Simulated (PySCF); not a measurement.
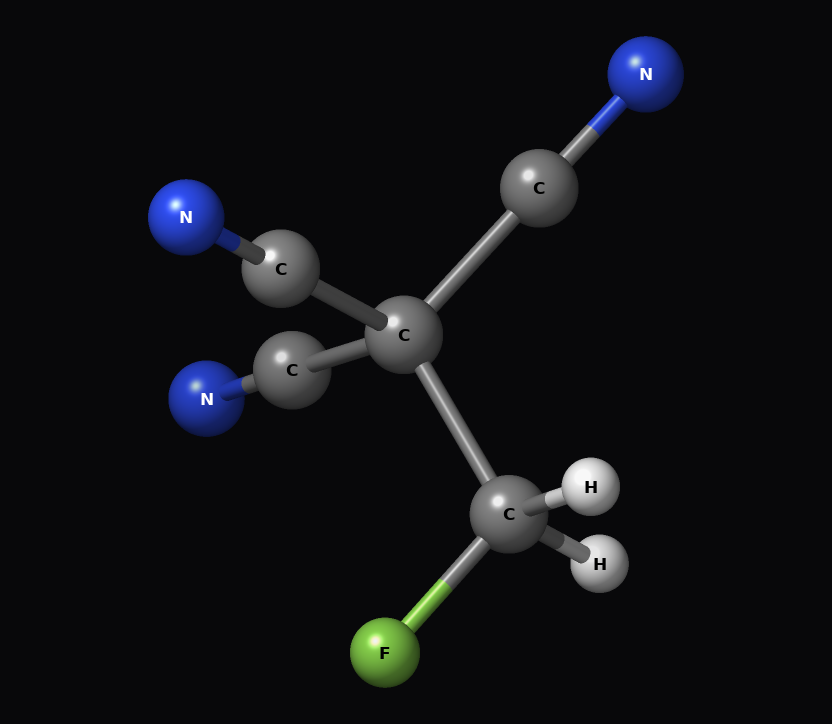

Ball-and-stick drawing of a structure. Every bond is drawn as one stick, whatever its order.

Computed geometry: GFN2-xTB optimisation. No frequency run is at hand to confirm it as a minimum.

**Count the atoms of each element.**

C₅H₂FN₃, 11 atoms: 5 carbon, 2 hydrogen, 1 fluorine and 3 nitrogen.

**Name functional groups in it.**

Among them: nitrile, C–F bond.

More results for the same structure follow; atom numbers are the same in all pictures, views and colours differ.

Shape

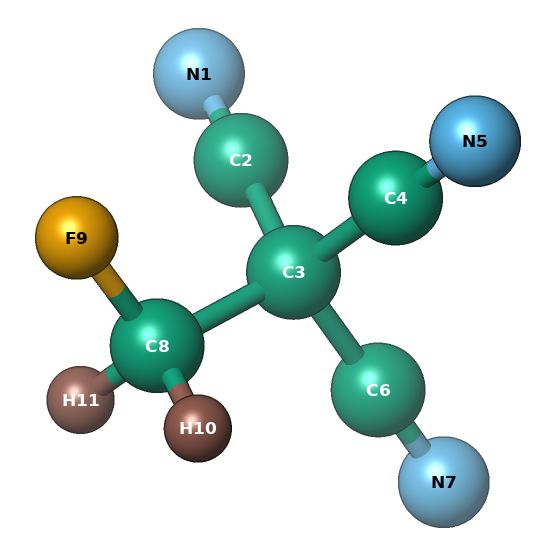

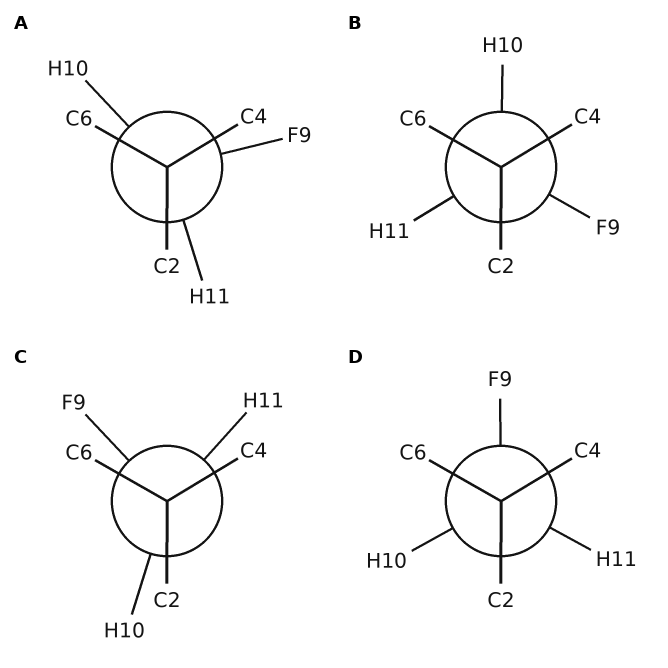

Distant atoms are faded towards the background colour. Bonds that would overlap in a projection are set slightly apart. No frequency run is at hand to confirm it as a minimum.

**Which Newman projection shows the view along C3–C8, with C3 in front?**

B. The torsion angle C2–C3–C8–F9 is −60°, synclinal (gauche).

Electronic properties

No frequency run is at hand to confirm it as a minimum. Method: B3LYP/pcJ-1, gas phase (PySCF 2.14.0).

Predict the main results.

- dipole moment: 3.40 D
- HOMO energy (Kohn–Sham orbital): −10.58 eV
- LUMO energy (Kohn–Sham orbital): −1.68 eV
- HOMO–LUMO gap: 8.90 eV

Spin–spin coupling

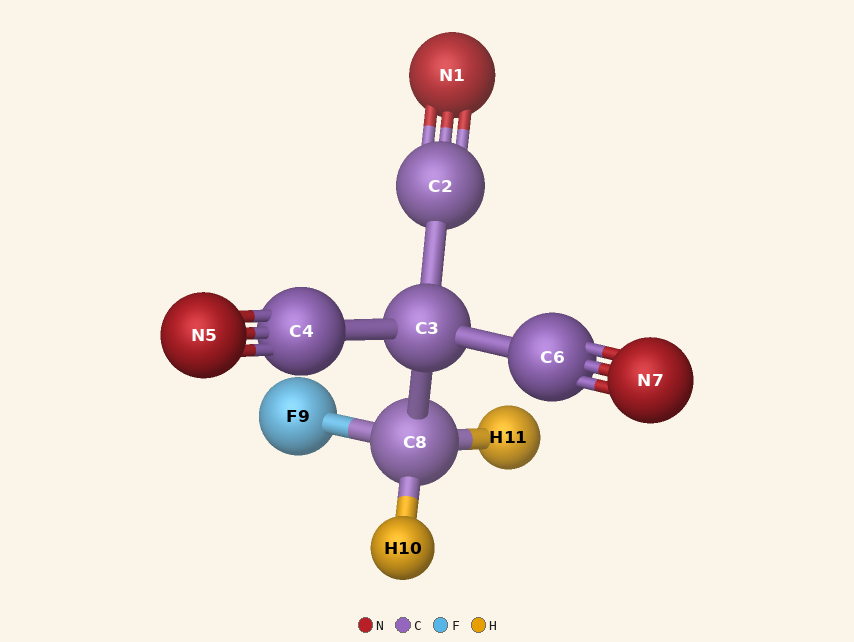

No frequency run is at hand to confirm it as a minimum. Level of theory: B3LYP/pcJ-1 indirect spin-spin coupling, non-relativistic, gas phase (PySCF 2.14.0). Isotopes: 13C, 19F, 1H, 15N.

Give the spin–spin coupling constants of these pairs, with the number of bonds between them: C8/F9, C3/F9, F9/H10, F9/H11, C6/F9.

| pair | bonds apart | J (Hz) |
| --- | --- | --- |
| C8, F9 | 1 | −265.0 |
| C3, F9 | 2 | 21.6 |
| F9, H10 | 2 | 50.0 |
| F9, H11 | 2 | 50.1 |
| C6, F9 | 3 | 4.4 |

Density functionals are unreliable for couplings to fluorine, so those rows may be far off.

Quadrupole coupling

No frequency run is at hand to confirm it as a minimum. Electric field gradients from the ground-state density, B3LYP/pcJ-1 (PySCF 2.14.0), non-relativistic apart from any core potentials.

Give the largest field-gradient component, the quadrupole coupling constant and the asymmetry for 14N at N1 (Q = 20.44 mb), 14N at N7 (Q = 20.44 mb), 2H at H10 (Q = 2.86 mb).

```csv
atom,V_zz (a.u.),e²qQ/h (MHz),η
N1,−1.041,−5.00,0.01
N7,−1.045,−5.02,0.01
H10,0.267,0.180,0.07
```
